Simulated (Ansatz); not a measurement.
Calculation: PBE (plane waves to 420 eV, PAW; Ansatz, a program for electronic structure).

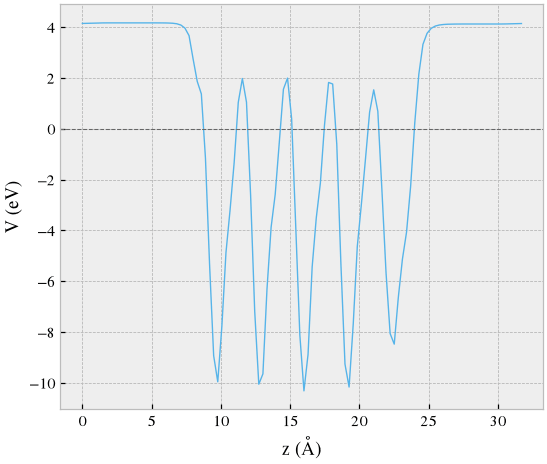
Figure: Electrostatic potential energy of an electron, averaged over planes parallel to the surface, in eV from the highest filled level, for a constructed model of the (111)A surface of zinc-blende AlP (in the relaxation 3 Al–O bonds formed), Al-terminated, 2x2 O adatom at H3 (bottom of the slab: 3 H on 4 bottom sites)

Slab: 44 atoms, 15.9 Å thick at the start with caps and adatoms; k 3x3x1, smearing 0.025 eV, dipole-corrected; 8 atoms held, the rest relaxed; held to the start's symmetry, so lower structures may exist; spin-polarised, ending with about 1.0 μB a cell; orders that need a larger cell were not tried, no spin-orbit, no U. In PBE it is, or lies within 0.01 eV a 1x1 cell of, the lowest of the 2 structures of its composition computed so far; subsurface sites and larger cells were not tried.

The vacuum level lies 4.12 eV above the highest filled level over the top face and 4.17 eV above it under the bottom face.
